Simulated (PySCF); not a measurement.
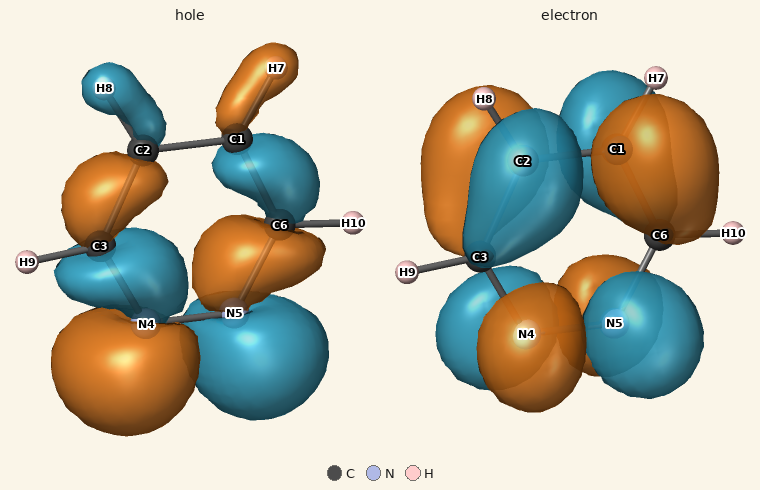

C4H4N2, SMILES `c1ccnnc1`. Leading natural transition orbital pair of S₁ (TDA singlet states); the surfaces enclose about 85 % of each orbital's density.

Method: LC-wPBE/6-31+G*; geometry: GFN2-xTB; program: PySCF. No frequency check shows the geometry to be a minimum.

The calculation's input:

```python
import numpy as np
from pyscf import gto, scf, dft, tdscf
from pyscf.scf import atom_ks, atom_hf
from scipy.linalg import block_diag

def solve(mol, dm0=None, hcore=None):
    mf = (dft.UKS if mol.spin else dft.RKS)(mol, xc='lc_wpbe')
    mf.grids.level = 3
    mf = mf.density_fit(auxbasis='def2-universal-jkfit')
    mf.conv_tol, mf.max_cycle = 1e-8, 80
    if hcore is not None:
        mf.get_hcore = lambda *args: hcore
    mf.kernel(dm0)
    if not mf.converged:
        mf = mf.newton().run(mf.mo_coeff, mf.mo_occ, max_cycle=30)
    assert mf.converged, 'SCF not converged'
    return mf

mol = gto.M(atom='''
C      0.69030     1.17017     0.00000
C     -0.69030     1.17017     0.00000
C     -1.31735    -0.07533     0.00000
N     -0.64929    -1.21206     0.00000
N      0.64929    -1.21206     0.00000
C      1.31735    -0.07533     0.00000
H      1.26333     2.08527     0.00000
H     -1.26333     2.08527     0.00000
H     -2.39425    -0.16986     0.00000
H      2.39425    -0.16986     0.00000
''', basis='6-31+g*', charge=0, spin=0, verbose=4)
mf = solve(mol)
td = mf.TDA()
td.nstates, td.singlet, td.conv_tol = 4, True, 1e-5
td.kernel()
td.analyze()
x, y = np.array([p[0] for p in td.xy]), np.array([p[1] + 0 * p[0] for p in td.xy])
f, mu = td.oscillator_strength(), td.transition_dipole()
nto = [td.get_nto(state=i + 1, verbose=4) for i in range(len(td.e))]
# spherically averaged free atoms, for the promolecule
atm = atom_ks.get_atm_nrks(mol, xc='lc_wpbe')
pro = block_diag(*[(atm[a[0]][2] * atm[a[0]][3]) @ atm[a[0]][2].T for a in mol._atom])
np.savez('result.npz', e=td.e, f=f, ok=td.converged, w=[n[0] for n in nto], nto=[n[1] for n in nto], x=x, y=y, c=mf.mo_coeff, occ=mf.mo_occ, eps=mf.mo_energy, pro=pro, mu=mu)
```

Run with:

```sh
OMP_NUM_THREADS=1 python input.py
```

The run took 4 min on 1 thread of Arm Neoverse V2, with other jobs on the host, peak memory 0.62 GiB.

> Give its energy, strength and character.

3.95 eV (314 nm), f = 0.009, n → π*; the leading pair carries 100 %; hole on N4 and N5 (38 % each) and C3 and C6 (8 % each), electron on N4 and N5 (24 % each), C1 and C2 (16 % each) and C3 and C6 (7 % each); their centroids lie 1.0 Å apart. In canonical orbitals it is mainly HOMO → LUMO (95 %). The HOMO–LUMO gap is 10.18 eV.
